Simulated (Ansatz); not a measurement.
Input file:

```
crystal:
  periodic: [false, false, false]
  atoms:
    - { symbol: "N", position_ang: [-0.6575, -0.6903, 0.1593] }
    - { symbol: Si, position_ang: [-0.5761, 0.967, 0.0552] }
    - { symbol: P, position_ang: [0.6832, -1.2214, 0.6563] }
    - { symbol: H, position_ang: [-0.975, -1.0664, -0.71] }
    - { symbol: H, position_ang: [0.3476, 1.379, -1.0462] }
    - { symbol: H, position_ang: [-0.282, 1.6569, 1.3418] }
    - { symbol: H, position_ang: [1.521, -1.0928, -0.5019] }
magnetization:
  spin_polarized: true
basis:
  gaussian: { orbitals: def2-SVP }
hamiltonian:
  xc: r2scan
  dispersion: d4
relax:
  f_tol: 0.02
  max_steps: 50
output:
  orbitals: {}
```

Run with:

```sh
ansatz run input.yaml --threads 2 --pin off --max-ram 3072MiB --backend cpu --events-out ev --progress --plain --runs-dir out
```

The fields are those of the relaxed geometry.

Method: Ansatz, UKS r2SCAN-D4/def2-SVP.

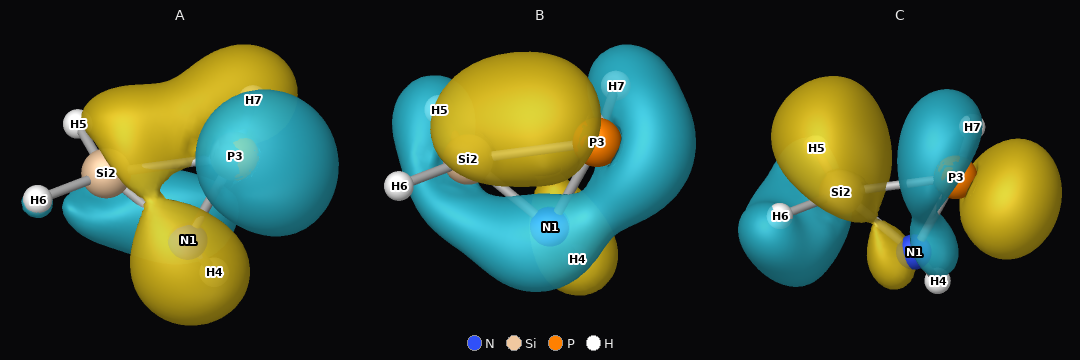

H$_{4}$NPSi. Three frontier orbitals at ±0.1 Å⁻³ᐟ² (yellow and cyan are the two phases), in no order.

Which picture is the HOMO−1, the HOMO and the LUMO?

Answer. B is the HOMO−1 (−6.96 eV). Its weight (Hirshfeld) is mainly on P3 (about 40 %), Si2 (about 25 %), N1 (about 20 %) and H7 (about 5 %). A is the HOMO (−5.69 eV). It lies mainly on P3 (about 40 %), N1 (about 35 %), Si2 (about 15 %) and H7 (about 10 %); π-antibonding (π*) across P3–N1. C is the LUMO (−1.11 eV). By Hirshfeld shares it lies mainly on Si2 (about 45 %) and P3 (about 40 %).

What is the HOMO–LUMO gap?

Answer. 4.58 eV between the orbital energies.
